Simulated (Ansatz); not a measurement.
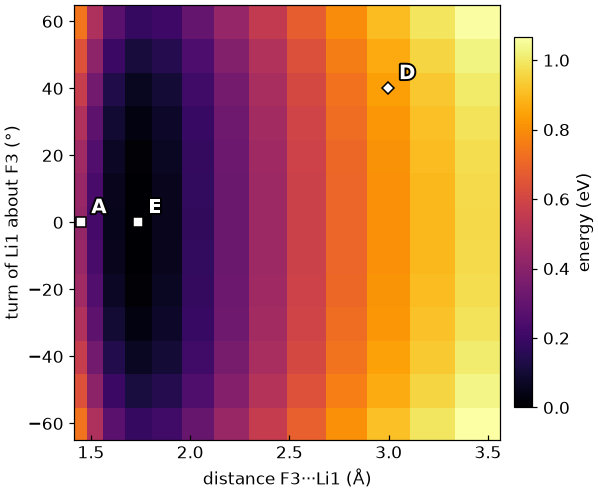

CH₃FLi, charge +1. 
- The turn is about an axis along (−0.87, −0.48, −0.06) in the frame of the relaxed pair, normal to the line between the partners.
- First axis: distance F3···Li1. Second axis: turn of Li1 about F3.
- The grid has 13 × 13 points.
- Points are written as (first, second).
- Energies are in eV, from the lowest grid point.
- Method: RKS BHLYP-D4/def2-TZVPD (Ansatz).

Drawn: one coloured cell a grid point, lettered points.

> Is A the lowest point of the computed grid?

No. A lies 0.43 eV above the lowest grid point, which is at (1.735 Å, 0°).

> What kind of point is each of D, E: minimum, saddle, maximum or slope?

D: on a slope; E: minimum. (In these two coordinates alone; a stationary point may lie a little off the grid point.)

> Rank the lettered points by energy, lowest first.

E (0.00 eV), A (0.43 eV), D (0.84 eV).
